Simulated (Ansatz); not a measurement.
C3H7GeO (SMILES [CH2][CH][CH2][GeH][OH]) (doublet)

```xyz
12

C    -0.7025    0.4144    1.4862
C    -0.2794   -0.9731    1.1667
C     0.9639   -1.4524    1.3078
Ge   -0.3703    1.5062   -0.1406
O     1.4012    1.7690   -0.0405
H    -1.7609    0.4881    1.7710
H    -0.0849    0.8788    2.2694
H    -1.0491   -1.6268    0.7379
H     1.7724   -0.8292    1.7020
H     1.2108   -2.4781    1.0235
H    -0.6661    0.6593   -1.4277
H     1.7997    1.9638   -0.8955
```

Geometry: PBE0-D3(BJ)/def2-SVP.

All numbers below come from Ansatz, isolated molecule in a Gaussian basis; Kohn-Sham density functional theory, functional PBE0.

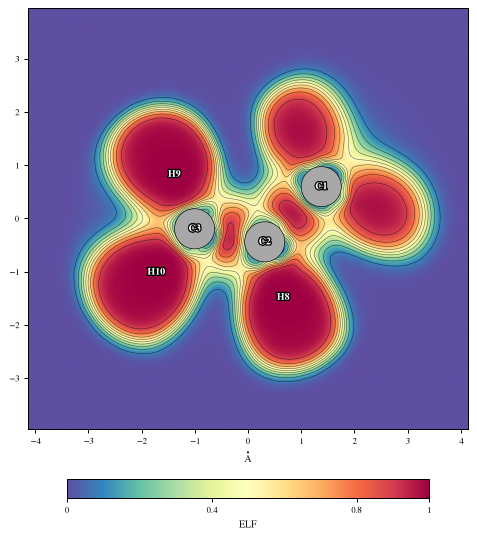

Figure 1. ELF on the plane of atoms C2, C3 and H9. Grey discs cover the atomic cores.

### Read the bonding off the picture.

Atoms in the plane: C and H. C–C (1.34 Å): the ELF peaks at about 0.95 between the atoms; a short, multiple covalent bond. C–C (1.49 Å): the ELF peaks at about 0.95 between the atoms (a covalent bond). C–H (1.09 Å): the ELF climbs to about 1 towards the hydrogen, as it does in any bond to H; an ordinary covalent bond to hydrogen.

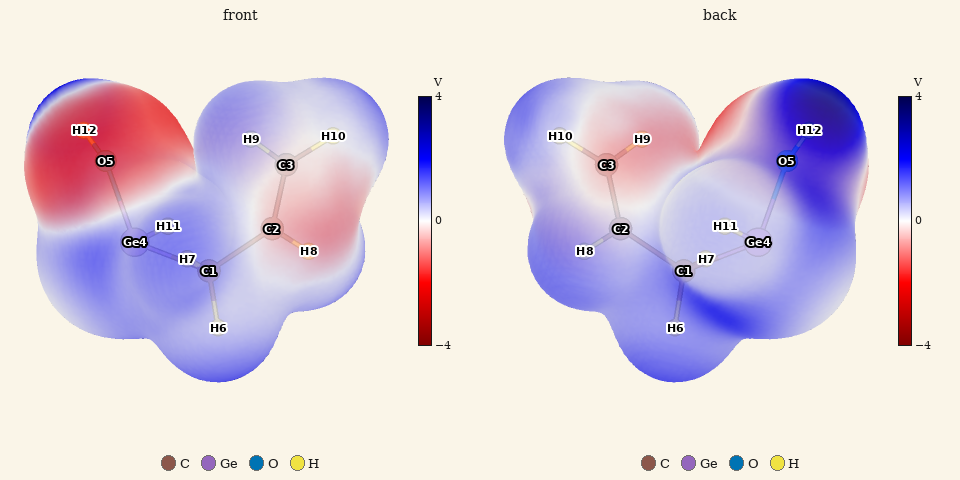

Figure 2. The molecular electrostatic potential painted on the density surface at 0.004 e/bohr³, seen from the front and from behind; the colour scale runs from red (negative) to blue (positive).

### Describe the electrostatic potential map.

The most negative region (about −1.7 V) lies over O5, the most positive (about +3.0 V) over H12. O5 is the likeliest acceptor of a hydrogen bond.

### What dipole moment does the calculation give?

Its dipole moment is 1.06 D.

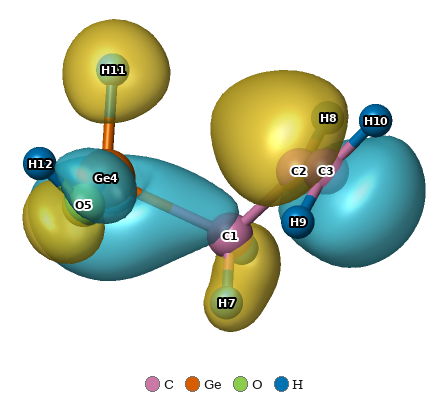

Figure 3. The HOMO−1 (α) at ±0.1 Å⁻³ᐟ² (yellow and cyan are the two phases), seen from one side.

### Describe this orbital and give its energy.

Its weight (Hirshfeld) is mainly on C3 (about 30 %), C2 (about 25 %), Ge4 (about 15 %), C1 (about 5 %) and O5 (about 5 %). Its energy is −7.49 eV.
